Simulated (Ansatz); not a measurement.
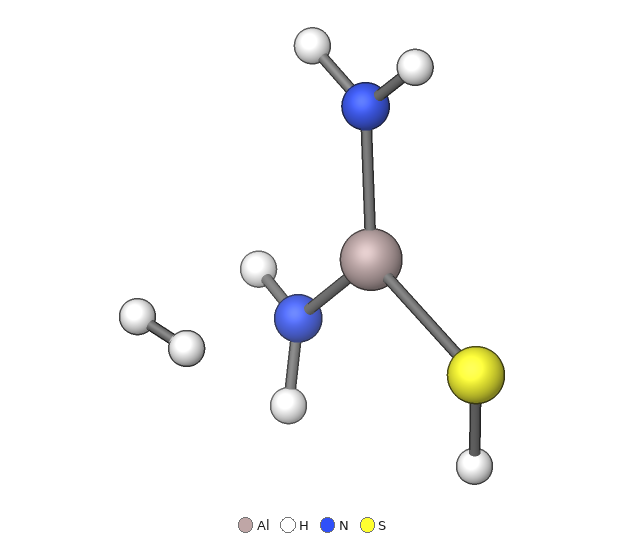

Rendered structure (ball-and-stick style).

Computed geometry: PBE0-D4/def2-TZVP optimisation.

Identify the structure.

The species is AlH₇N₂S. Judged by distances it falls into 2 fragments: AlH5N2S, H2. The point group is C1. Coordination: 1 Al trigonal planar; 2 N trigonal planar; 1 S bent.
